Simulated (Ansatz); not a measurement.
**AsH3 (SMILES [H][As]([H])[H]): levels of theory compared**

Aim: a comparison of 6 runs (HF/STO-3G, HSE06/STO-3G, BCCD(T)/STO-3G, CCSD/STO-3G, CCSD(T)/STO-3G, FCI/STO-3G) of AsH3. 

The results are computed with Ansatz 0.2.0.

32 further runs of the same task are left out: 2 that didn't finish, 30 set aside as unsound or not needed.

### 1 Starting point

AsH3 has 4 atoms, charge 0, and is taken as a singlet. SMILES: `[H][As]([H])[H]`. The H2–As1 distance was set to 3.740 Å, away from the relaxed value. At this shape a bond of the SMILES string is far longer than usual.

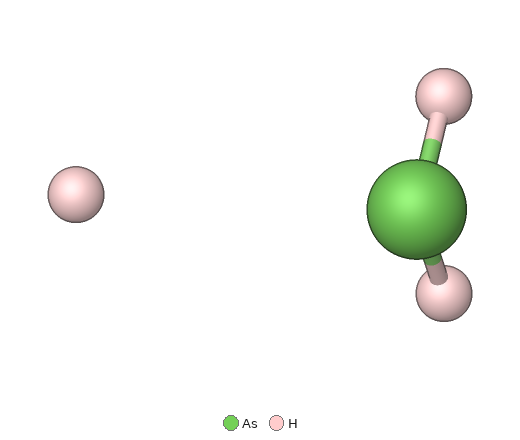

The structure, seen from a chosen angle (arsenic green, hydrogen pink).

### 2 The energy at HF/STO-3G (run 1)

input.yaml

```yaml
crystal:
  periodic: [false, false, false]
  atoms:
    - {symbol: As, position_ang: [-1.835680, 0.058399, 1.951832]}
    - {symbol: H, position_ang: [1.216520, -0.029700, -0.207950]}
    - {symbol: H, position_ang: [-2.414090, 1.113939, 1.063522]}
    - {symbol: H, position_ang: [-2.460680, -0.984071, 1.080182]}
basis:
  gaussian:
    orbitals: STO-3G
hamiltonian:
  xc: hf
accuracy: high
```

Launch:

```console
$ ansatz run input.yaml --threads 1 --pin off --max-ram 2610MiB --events-out events.jsonl --progress --plain --runs-dir runs
```

The log of the run:

```text
Warning: RAYON_NUM_THREADS=1 ignored (pool sized by the plan → 1); use --threads N
Functional definition: HF
  name "HF"
  exchange = exact_x
  correlation = 0
251 factors; integrals over basis functions are off by at most 9.5e-9 eV
mean field evaluation 1: about -60150.2373 eV, gradient 8.6e0 eV
mean field evaluation 2: about -60150.2463 eV, gradient 8.6e0 eV
mean field evaluation 4: about -60151.2255 eV, gradient 1.7e1 eV
mean field evaluation 8: about -60153.4093 eV, gradient 1.4e1 eV
mean field evaluation 16: about -60155.1923 eV, gradient 2.2e-8 eV
mean field -60155.19226800 eV, -2210.6625411953 hartree, gradient 2.5e-8 eV, S^2 0.000000; 1 other end points of the search recorded, 0 dependent functions left out
reference -60155.19226800 eV, -2210.6625411953 hartree; 18, 18 occupied and 3, 3 virtual orbitals, 251 factors
Total energy: -60155.19226800 eV, -2210.6625411953 hartree
```

Wall time 0.12 s (1 thread of Arm Neoverse V1, shared host).

### 3 The energy at HSE06/STO-3G (run 2)

in.yaml

```yaml
crystal:
  periodic: [false, false, false]
  atoms:
    - {symbol: As, position_ang: [-1.835680, 0.058399, 1.951832]}
    - {symbol: H, position_ang: [1.216520, -0.029700, -0.207950]}
    - {symbol: H, position_ang: [-2.414090, 1.113939, 1.063522]}
    - {symbol: H, position_ang: [-2.460680, -0.984071, 1.080182]}
basis:
  gaussian:
    orbitals: STO-3G
accuracy: high
hamiltonian:
  xc: hse06
```

Launch:

```console
$ ansatz run in.yaml --threads 1 --pin off --max-ram 2610MiB --events-out events.jsonl --progress --plain --runs-dir runs
```

The log of the run:

```text
Warning: RAYON_NUM_THREADS=1 ignored (pool sized by the plan → 1); use --threads N
Functional definition: HSE06
  name "HSE06"
  parameter a = 0.25
  parameter omega = 0.11/bohr
  exchange = pbe_x - a*pbe_x_sr(omega) + a*exact_x_sr(omega)
  correlation = pbe_c
251 factors; integrals over basis functions are off by at most 9.5e-9 eV
47 factors; integrals over basis functions are off by at most 7.2e-10 eV
mean field evaluation 1: about -60180.2195 eV, gradient 1.3e1 eV
mean field evaluation 2: about -60176.7688 eV, gradient 2.0e1 eV
mean field evaluation 4: about -60179.3879 eV, gradient 1.2e1 eV
mean field evaluation 8: about -60188.6506 eV, gradient 6.9e-2 eV
mean field -60188.65061435 eV, -2211.8921127448 hartree, gradient 9.7e-8 eV, S^2 0.000000; 0 other end points of the search recorded, 0 dependent functions left out
reference -60188.65061621 eV, -2211.8921128130 hartree; 18, 18 occupied and 3, 3 virtual orbitals, 251 factors
Total energy: -60188.65061621 eV, -2211.8921128130 hartree
```

It took 1.1 s on 1 thread of Arm Neoverse V1, shared host.

Runs 3 to 4 aren't shown in full; the table further down has their settings and results.

### 4 A single-point energy at CCSD(T)/STO-3G (run 5)

in.yaml

```yaml
crystal:
  periodic: [false, false, false]
  atoms:
    - symbol: As
      position_ang: [-1.835680, 0.058399, 1.951832]
    - symbol: H
      position_ang: [1.216520, -0.029700, -0.207950]
    - symbol: H
      position_ang: [-2.414090, 1.113939, 1.063522]
    - symbol: H
      position_ang: [-2.460680, -0.984071, 1.080182]
basis:
  gaussian:
    orbitals: STO-3G
scf:
  omitted_lower_state_checks: [cluster_reference, increment]
total_charge: 0
accuracy: high
correlation:
  method: ccsd_t
  frozen_orbitals: {As: 9, H: 0}
```

Launch:

```console
$ ansatz run in.yaml --threads 1 --pin off --max-ram 2610MiB --events-out events.jsonl --progress --plain --runs-dir runs
```

The log of the run:

```text
Warning: RAYON_NUM_THREADS=1 ignored (pool sized by the plan → 1); use --threads N
[... 12 lines left out ...]
9 core orbitals not correlated: weight in the atoms' cores, before any rotation towards them, 1.000 or more for the frozen orbitals, at most 0.000 for the correlated occupied ones
[... 29 lines left out ...]
WARN: these amplitudes may be one of several solutions (largest doubles amplitude 0.94, level shift 14.31 eV)
Total energy: -60162.18260757 eV, -2210.9194314362 hartree
Checks for a lower state left out: cluster_reference, increment
```

Run time: 0.18 s. Hardware: 1 thread of Arm Neoverse V1, shared host.

### 5 The energy at FCI/STO-3G (run 6)

run.yaml

```yaml
basis:
  gaussian:
    orbitals: STO-3G
crystal:
  periodic: [false, false, false]
  atoms:
    - symbol: As
      position_ang: [-1.835680, 0.058399, 1.951832]
    - symbol: H
      position_ang: [1.216520, -0.029700, -0.207950]
    - symbol: H
      position_ang: [-2.414090, 1.113939, 1.063522]
    - symbol: H
      position_ang: [-2.460680, -0.984071, 1.080182]
accuracy: high
correlation:
  method: fci
  frozen_orbitals: {As: 9, H: 0}
```

Launch:

```console
$ ansatz run run.yaml --threads 1 --pin off --max-ram 2610MiB --events-out events.jsonl --progress --plain --runs-dir runs
```

The log of the run (excerpt; [...] marks lines left out):

```text
Warning: RAYON_NUM_THREADS=1 ignored (pool sized by the plan → 1); use --threads N
[... 2 set-up lines as earlier in the session ...]
[...]
251 factors; integrals over basis functions are off by at most 9.5e-9 eV
[...]
mean field -60155.19226800 eV, -2210.6625411953 hartree, gradient 2.5e-8 eV, S^2 0.000000; 1 other end points of the search recorded, 0 dependent functions left out; unrestricted orbitals would lower it
[...]
unrestricted determinant -60161.05984196 eV, -2210.8781705609 hartree, S^2 1.0063
9 core orbitals not correlated: weight in the atoms' cores, before any rotation towards them, 1.000 or more for the frozen orbitals, at most 0.000 for the correlated occupied ones
reference -60155.19226800 eV, -2210.6625411953 hartree; 9, 9 occupied and 3, 3 virtual orbitals, 251 factors
state -60162.16726292 eV, -2210.9188675308 hartree
Total energy: -60162.16726292 eV, -2210.9188675308 hartree
```

Wall time 0.36 s (1 thread of Arm Neoverse V1, shared host).

### 6 Overview of the runs

```tsv
run	level	frozen core orbitals	energy (Eh)	wall time
1	HF/STO-3G	–	-2210.662541	0.12 s
2	HSE06/STO-3G	–	-2211.892113	1.1 s
3	BCCD(T)/STO-3G	9	-2210.919285	0.22 s
4	CCSD/STO-3G	9	-2210.919119	0.18 s
5	CCSD(T)/STO-3G	9	-2210.919431	0.18 s
6	FCI/STO-3G	9	-2210.918868	0.36 s
```

### 7 What came out

| quantity | value |
| --- | --- |
| run 6: total energy | -2210.91887 Eh |
| run 6: correlation energy (9 core orbitals frozen) | -256.3 mEh |

What this shows: Against full CI in this basis: HF +256.3 mEh; BCCD(T) -0.4 mEh; CCSD -0.3 mEh; CCSD(T) -0.6 mEh. In runs 3, 4, 5 the log says that unrestricted orbitals would lower the reference, so the values rest on an unstable closed-shell determinant (other closed-shell runs at this shape may share the fault). In runs 1, 2, 3, 4, 5, 6 the basis is minimal, so the values are rough. In runs 1, 2, 4, 5 a closed-shell determinant meets a far-stretched bond, which it describes badly. All runs together took 2.1 s, the longest 1.1 s.
